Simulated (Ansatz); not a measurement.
Breaking the C2–H3 bond in CH4BeSe (SMILES [CH3][Be][SeH]) (multiplicity 1 held, fragments rigid). Energies count from the point at 1.094 Å.
Geometry at that point (charge 0, multiplicity 1):
```xyz
7

Be     0.841    -0.761    -0.214
C      2.063    -1.858    -0.538
H      1.688    -2.883    -0.611
H      2.840    -1.849     0.233
H      2.557    -1.632    -1.489
Se    -0.642     0.607     0.134
H     -1.002    -0.091     1.382
```

R- and RO- levels are restricted; in cc, def2 and unpolarised 6-31G sets they are followed outwards from rest. Unrestricted levels (U-) break spin symmetry where that is lower. Active spaces are followed from a long bond inwards. Curves can end on different states.

Correlated levels freeze the cores. Filled d and f shells under p-block atoms count as core.

The values were computed with Ansatz (Gaussian orbitals). Values without a source in brackets are computed.

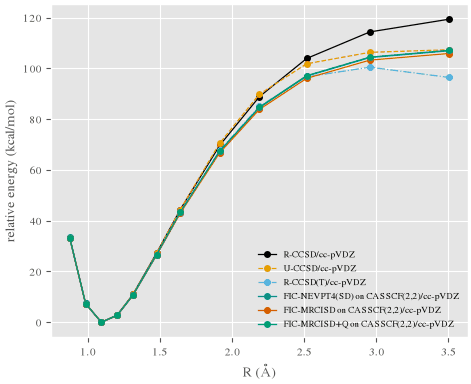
Fig. 1. Relative energy along the coordinate

Doubts at one or more of the structures used: a restricted determinant that unrestricted orbitals would lower (R-CCSD/cc-pVDZ, R-CCSD(T)/cc-pVDZ); other coupled-cluster roots lie near (R-CCSD/cc-pVDZ, R-CCSD(T)/cc-pVDZ); T1 above 0.05 (R-CCSD/cc-pVDZ, U-CCSD/cc-pVDZ, R-CCSD(T)/cc-pVDZ); a spin-contaminated determinant (U-CCSD/cc-pVDZ); the program's own flag: other amplitudes (U-CCSD/cc-pVDZ).

Ansatz is an electronic-structure program.
